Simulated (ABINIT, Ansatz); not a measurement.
## A GW chain in ABINIT: VCu3S4 (Sulvanite)

Wanted: ground state, empty states, screening and self-energy for VCu3S4 (Sulvanite).

Method: LDA and many-body steps on it, plane waves, in ABINIT 10.8.3.

In doubt: a PseudoDojo file used here is known to give poor structures and forces, which bears on pressures, cells, forces and phonons.

## (1) Starting point

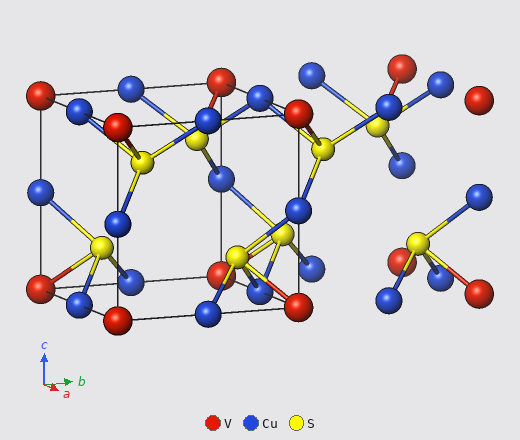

Start, viewed slightly off an axis; vanadium red, copper blue, sulfur yellow. 1×2×1 cells are drawn. Bonds to atoms that aren't drawn are left out. Some periodic images of atoms are drawn too.

The cell and positions come from the Crystallography Open Database and are kept as given unless a step says otherwise.

## (2) Ground state

This step: ABINIT 10.8.3; DFT, LDA, plane waves, norm-conserving pseudopotentials.

The ground-state density comes first.

run.abi reads:

```
acell 3*1.0 Angstrom
rprim 
  5.391200000000 0.000000000000 0.000000000000
  0.000000000000 5.391200000000 0.000000000000
  0.000000000000 0.000000000000 5.391200000000
ntypat 3
znucl 23 29 16
natom 8
typat 1 2 2 2 3 3 3 3
xred 
  0.000000000000 0.000000000000 0.000000000000
  0.500000000000 0.000000000000 0.000000000000
  0.000000000000 0.500000000000 0.000000000000
  0.000000000000 0.000000000000 0.500000000000
  0.237200000000 0.237200000000 0.237200000000
  0.237200000000 0.762800000000 0.762800000000
  0.762800000000 0.762800000000 0.237200000000
  0.762800000000 0.237200000000 0.762800000000
pp_dirpath "pseudos"
pseudos "V.upf, Cu.upf, S.upf"
ecut 38
ngkpt 4 4 4
nshiftk 1
shiftk 0 0 0
kptopt 1
chksymbreak 0
nband 55
occopt 1
tolvrs 1e-10
nstep 60
prtwf 0
optforces 0
optstress 0
indata_prefix "in"
outdata_prefix "out"
tmpdata_prefix "tmp"
```

On the command line:

```bash
> OMP_NUM_THREADS=1 mpirun -n 4 abinit run.abi > log
```

Numbers of over 12 decimals in the logs are rounded to 6 here.

Output:

```text
.Version 10.8.3 of ABINIT. v10.8.2 released Aug 2026.

 Symmetries : space group P-4 3 m (#215); Bravais cP (primitive cubic)
================================================================================
 Values of the parameters that define the memory need of the present run
     intxc =       0    ionmov =       0      iscf =       7    lmnmax =       6
     lnmax =       6     mgfft =      60  mpssoang =       3    mqgrid =    3001
     natom =       8  nloc_mem =       1    nspden =       1   nspinor =       1
    nsppol =       1      nsym =      24    n1xccc =    2501    ntypat =       3
    occopt =       1   xclevel =       1
-    mband =          55        mffmem =           1         mkmem =           3
       mpw =       11860          nfft =      216000          nkpt =          10
================================================================================
  Rough estimation (10% accuracy) of disk space for files :
================================================================================

--------------------------------------------------------------------------------
------------- Echo of variables that govern the present computation ------------
--------------------------------------------------------------------------------
 -outvars: echo values of preprocessed input variables --------
            acell      1.8897261259E+00  1.8897261259E+00  1.8897261259E+00 Bohr

      chksymbreak           0
             ecut      3.80000000E+01 Hartree
-          fftalg         312

              ixc       -1012
              kpt      0.00000000E+00  0.00000000E+00  0.00000000E+00
                       2.50000000E-01  0.00000000E+00  0.00000000E+00
                       5.00000000E-01  0.00000000E+00  0.00000000E+00
                       2.50000000E-01  2.50000000E-01  0.00000000E+00
                       5.00000000E-01  2.50000000E-01  0.00000000E+00
                       5.00000000E-01  5.00000000E-01  0.00000000E+00
                       2.50000000E-01  2.50000000E-01  2.50000000E-01
                       5.00000000E-01  2.50000000E-01  2.50000000E-01
                       5.00000000E-01  5.00000000E-01  2.50000000E-01
                       5.00000000E-01  5.00000000E-01  5.00000000E-01
         kptrlatt        4    0    0      0    4    0      0    0    4
          kptrlen      4.07515660E+01
P           mkmem           3
            natom           8
            nband          55
            ngfft          60      60      60
             nkpt          10
            nstep          60
             nsym          24
           ntypat           3
              occ      2.000000  2.000000  2.000000  2.000000  2.000000  2.000000
                       2.000000  2.000000  2.000000  2.000000  2.000000  2.000000
                       2.000000  2.000000  2.000000  2.000000  2.000000  2.000000
                       2.000000  2.000000  2.000000  2.000000  2.000000  2.000000
                       2.000000  2.000000  2.000000  2.000000  2.000000  2.000000
                       2.000000  2.000000  2.000000  2.000000  2.000000  2.000000
                       2.000000  2.000000  2.000000  2.000000  2.000000  2.000000
                       2.000000  2.000000  2.000000  2.000000  2.000000  0.000000
                       0.000000  0.000000  0.000000  0.000000  0.000000  0.000000
                       0.000000
        optforces           0
        optstress           0
            prtwf           0
            rprim      5.3912000000E+00  0.0000000000E+00  0.0000000000E+00
                       0.0000000000E+00  5.3912000000E+00  0.0000000000E+00
[...]
spgroup         215

           tolvrs      1.00000000E-10

             xred      0.0000000000E+00  0.0000000000E+00  0.0000000000E+00
[...]
znucl       23.00000   29.00000   16.00000

================================================================================

 chkinp: Checking input parameters for consistency.

================================================================================
== DATASET  1 ==================================================================
-   mpi_nproc: 4, omp_nthreads: 1 (-1 if OMP is not activated)

--- !DatasetInfo
iteration_state: {dtset: 1, }
dimensions: {natom: 8, nkpt: 10, mband: 55, nsppol: 1, nspinor: 1, nspden: 1, mpw: 11860, }
cutoff_energies: {ecut:  38.0, pawecutdg:  -1.0, }
electrons: {nelect:   9.40000000E+01, charge:   0.00000000E+00, occopt:   1.00000000E+00, tsmear:   1.00000000E-02, }

 Real(R)+Recip(G) space primitive vectors, cartesian coordinates (Bohr,Bohr^-1):
 R(1)= 10.1878915  0.0000000  0.0000000  G(1)=  0.0981557  0.0000000  0.0000000
 R(2)=  0.0000000 10.1878915  0.0000000  G(2)=  0.0000000  0.0981557  0.0000000
 R(3)=  0.0000000  0.0000000 10.1878915  G(3)=  0.0000000  0.0000000  0.0981557
 Unit cell volume ucvol=  1.0574332E+03 bohr^3
 Angles (23,13,12)=  9.00000000E+01  9.00000000E+01  9.00000000E+01 degrees

 getcut: wavevector=  0.0000  0.0000  0.0000  ngfft=  60  60  60
         ecut(hartree)=     38.000   => boxcut(ratio)=   2.12232

--- Pseudopotential description ------------------------------------------------
- V Generated using ONCVPSP code by D. R. Hamann
- 23.00000  13.00000  180309                  znucl, zion, pspdat
[...]
--- l  ekb(1:nproj) -->
[...]
pspatm: atomic psp has been read  and splines computed

   1.07009531E+04                                ecore*ucvol(ha*bohr**3)
--------------------------------------------------------------------------------

_setup2: Arith. and geom. avg. npw (full set) are   11828.703   11828.675

================================================================================

--- !BeginCycle
iteration_state: {dtset: 1, }
solver: {iscf: 7, nstep: 60, nline: 4, wfoptalg: 0, }
tolerances: {tolvrs: 1.00E-10, }

     iter   Etot(hartree)      deltaE(h)  residm     vres2
 ETOT  1  -650.04904518439    -6.500E+02 2.095E-01 1.204E+05
 ETOT  2  -641.39196634303     8.657E+00 1.570E-01 2.572E+05
 ETOT  3  -677.82409857012    -3.643E+01 1.858E-01 4.814E+04
 ETOT  4  -681.52025870883    -3.696E+00 3.693E-02 2.871E+04
 ETOT  5  -684.53671074001    -3.016E+00 1.110E-01 1.061E+04
 ETOT  6  -684.75262034758    -2.159E-01 3.188E-02 9.685E+03
 ETOT  7  -685.37662004373    -6.240E-01 9.108E-02 6.036E+03
 ETOT  8  -685.35654887999     2.007E-02 2.622E-03 6.148E+03
 ETOT  9  -685.53438573590    -1.778E-01 7.158E-04 4.945E+03
 ETOT 10  -683.66426488178     1.870E+00 1.146E-02 1.391E+04
[...]
ETOT 22  -686.54889273100    -3.447E-09 9.867E-06 2.343E-07
 ETOT 23  -686.54889273109    -8.549E-11 8.402E-06 5.612E-08
 ETOT 24  -686.54889273111    -2.206E-11 4.870E-06 1.317E-08
 ETOT 25  -686.54889273110     1.489E-11 4.087E-06 9.651E-10
 ETOT 26  -686.54889273105     4.945E-11 2.406E-06 5.469E-11

 At SCF step   26       vres2   =  5.47E-11 < tolvrs=  1.00E-10 =>converged.

--- !ResultsGS
iteration_state: {dtset: 1, }
comment   : Summary of ground state results
lattice_vectors:
- [ 10.1878915,   0.0000000,   0.0000000, ]
- [  0.0000000,  10.1878915,   0.0000000, ]
- [  0.0000000,   0.0000000,  10.1878915, ]
lattice_lengths: [  10.18789,   10.18789,   10.18789, ]
lattice_angles: [ 90.000,  90.000,  90.000, ] # degrees, (23, 13, 12)
lattice_volume:   1.0574332E+03
convergence: {deltae:  4.945E-11, res2:  5.469E-11, residm:  2.406E-06, diffor:  0.000E+00, }
etotal    :  -6.86548893E+02
entropy   :   0.00000000E+00
fermie    :   1.54291204E-01
cartesian_stress_tensor: null
pressure_GPa: null
xred      :
- [  0.0000E+00,   0.0000E+00,   0.0000E+00,  V]
- [  5.0000E-01,   0.0000E+00,   0.0000E+00, Cu]
- [  0.0000E+00,   5.0000E-01,   0.0000E+00, Cu]
- [  0.0000E+00,   0.0000E+00,   5.0000E-01, Cu]
- [  2.3720E-01,   2.3720E-01,   2.3720E-01,  S]
- [  2.3720E-01,   7.6280E-01,   7.6280E-01,  S]
- [  7.6280E-01,   7.6280E-01,   2.3720E-01,  S]
- [  7.6280E-01,   2.3720E-01,   7.6280E-01,  S]
cartesian_forces: null
force_length_stats: {min: null, max: null, mean: null, }

 Integrated electronic density in atomic spheres:
 ------------------------------------------------
 Atom  Sphere_radius  Integrated_density
[...]
================================================================================

 ----iterations are completed or convergence reached----

 Mean square residual over all n,k,spin=   77.993E-10; max=  24.064E-07
 reduced coordinates (array xred) for    8 atoms
[...]
0.000000000000      0.000000000000      0.500000000000
       0.237200000000      0.237200000000      0.237200000000
       0.237200000000      0.762800000000      0.762800000000
       0.762800000000      0.762800000000      0.237200000000
       0.762800000000      0.237200000000      0.762800000000
 rms dE/dt=  0.0000E+00; max dE/dt=  0.0000E+00; dE/dt below (all hartree)
    1       0.000000000000      0.000000000000      0.000000000000
    2       0.000000000000      0.000000000000      0.000000000000
    3       0.000000000000      0.000000000000      0.000000000000
    4       0.000000000000      0.000000000000      0.000000000000
    5       0.000000000000      0.000000000000      0.000000000000
    6       0.000000000000      0.000000000000      0.000000000000
    7       0.000000000000      0.000000000000      0.000000000000
    8       0.000000000000      0.000000000000      0.000000000000

 cartesian coordinates (angstrom) at end:
    1      0.000000     0.000000     0.000000
    2      2.695600     0.000000     0.000000
    3      0.000000     2.695600     0.000000
    4      0.000000     0.000000     2.695600
    5      1.278793     1.278793     1.278793
    6      1.278793     4.112407     4.112407
    7      4.112407     4.112407     1.278793
    8      4.112407     1.278793     4.112407
 length scales=  1.889726125908  1.889726125908  1.889726125908 bohr
              =  1.000000000000  1.000000000000  1.000000000000 angstroms
 prteigrs : about to open file out_EIG
 Fermi (or HOMO) energy (hartree) =   0.15429   Average Vxc (hartree)=  -0.37297
 Eigenvalues (hartree) for nkpt=  10  k points:
 kpt#   1, nband= 55, wtk=  0.01563, kpt=  0.0000  0.0000  0.0000 (reduced coord)
  -3.94625   -3.94625   -3.94625   -2.39897   -2.39897   -2.39897   -2.39565   -2.39565
  -2.39565   -2.39562   -2.39562   -2.39562   -2.19685   -1.24966   -1.24966   -1.24966
  -0.35386   -0.30814   -0.30814   -0.30814   -0.06569   -0.06569   -0.03633   -0.00708
  -0.00708   -0.00708    0.01605    0.01605    0.01605    0.04205    0.04205    0.04338
   0.04338    0.04338    0.06408    0.06408    0.06408    0.06921    0.06921    0.07078
   0.09674    0.09674    0.09674    0.09939    0.13093    0.13093    0.13093    0.19491
   0.19491    0.22040    0.22040    0.22040    0.24382    0.33482    0.33483
 prteigrs : prtvol=0 or 1, do not print more k-points.

--- !EnergyTerms
iteration_state     : {dtset: 1, }
comment             : Components of total free energy in Hartree
kinetic             :  3.06537502915008E+02
hartree             :  3.18579423303727E+02
xc                  : -9.30664154123170E+01
Ewald energy        : -3.01663562747517E+02
psp_core            :  1.01197440411588E+01
local_psp           : -8.32656394674869E+02
non_local_psp       : -9.43991901562360E+01
total_energy        : -6.86548892731046E+02
total_energy_eV     : -1.86819470968551E+04
band_energy         : -7.88344959570711E+01

== END DATASET(S) ==============================================================
================================================================================

 -outvars: echo values of variables after computation  --------
           etotal     -6.8654889273E+02
            nband          55
             nkpt          10
          spgroup         215
 [... the other variables as echoed above ...]

 Calculation completed.
```

Wall time 3.3 min (4 MPI ranks of Arm Neoverse V2, shared host); peak memory 0.53 GiB; 13 min of CPU time.

Numbers from this step:

* total energy: -18681.9471 eV
* gap: 0.9837 eV
* k of the valence top: 0.5, 0.5, 0.5
* k of the conduction bottom: 0.5, 0, 0
* least direct gap: 1.350 eV

The gap is indirect, with the least direct gap 0.37 eV higher.

(Part 1 of 3 ends here.)

[Paths, hosts, dates, memory and timing lines, banners, echoed tables and standing remarks are left out of the program output.]

[Logs are printed without paths, hosts, clocks, repeated set-up lines and the standing remarks that a program may print on its own settings, such as how far it seeks lower states.]

[Runs of the session that timed out or met a known fault of the program may be left out.]

[Hosts, paths, dates, database ids (printed as entryN), source tags and the programs' standing remarks are cut or masked in the printed files.]

[G0W0 gaps are taken among the corrected bands and points alone; a level outside them can change the order at an edge.]

[Where Ansatz stands beside ABINIT at settings called matched, ABINIT's density can come from a denser mesh and the files from another edition; pairs whose starting gaps differed by over 0.03 eV were left out, so agreement reads better than it is.]
